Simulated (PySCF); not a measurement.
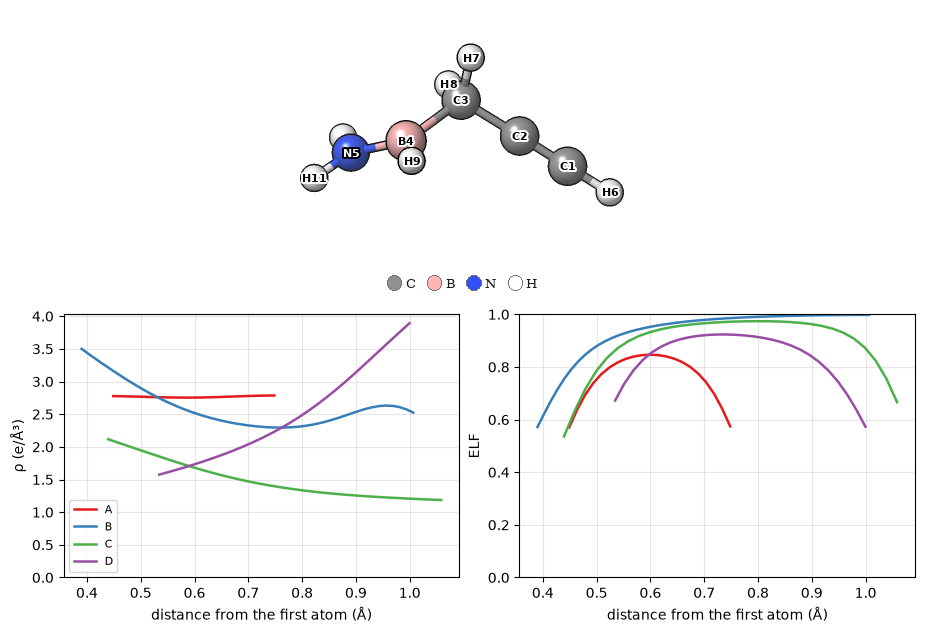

Figure. C3H6BN (SMILES C#CCBN). Electron density and electron localisation function along straight lines between neighbouring atoms. The curves leave out the atomic cores. The structure is drawn too.

Geometry: GFN2-xTB.

All numbers below come from PBE0/pcSseg-1, SCF density, gas phase, non-relativistic in PySCF 2.14.0.

The calculation's input:

```
{"job": {"kind": "nmr", "xc": "PBE0", "basis": "pcSseg-1"}, "charge": 0, "multiplicity": 1}
C      2.607178    -0.228391    -0.182280
C      1.531770     0.251098     0.034088
C      0.222822     0.815576     0.290653
B     -0.785616    -0.290572     0.849452
N     -1.945922    -0.562944     0.155914
H      3.552879    -0.640892    -0.370052
H      0.346006     1.614390     1.028838
H     -0.139042     1.277157    -0.633153
H     -0.560525    -0.874896     1.840383
H     -2.198447    -0.109921    -0.707733
H     -2.625677    -1.247934     0.441884
```

Command:

```sh
OMP_NUM_THREADS=1 python probes_run.py task.json out
```

Q: Which curve belongs to which contact (B–N, C–B, C–C and N–H)? The first atom named is at distance zero.

A: Curve A: C–C (1.20 Å): the density is about 2.8 e/Å³ at the midpoint; the ELF peaks at about 0.85 between the atoms; a multiple bond. Curve B: N–H (1.01 Å): the density is about 2.9 e/Å³ at the midpoint; the ELF climbs to about 1 towards the hydrogen, as it does in any bond to H; a covalent bond by its length. Curve C: C–B (1.60 Å): ρ is about 1.3 e/Å³ halfway; the ELF peaks at about 1 between the atoms (localised, covalent bonding). Curve D: B–N (1.38 Å): the density is about 2 e/Å³ at the midpoint; the ELF peaks at about 0.90 between the atoms (a polar covalent bond).
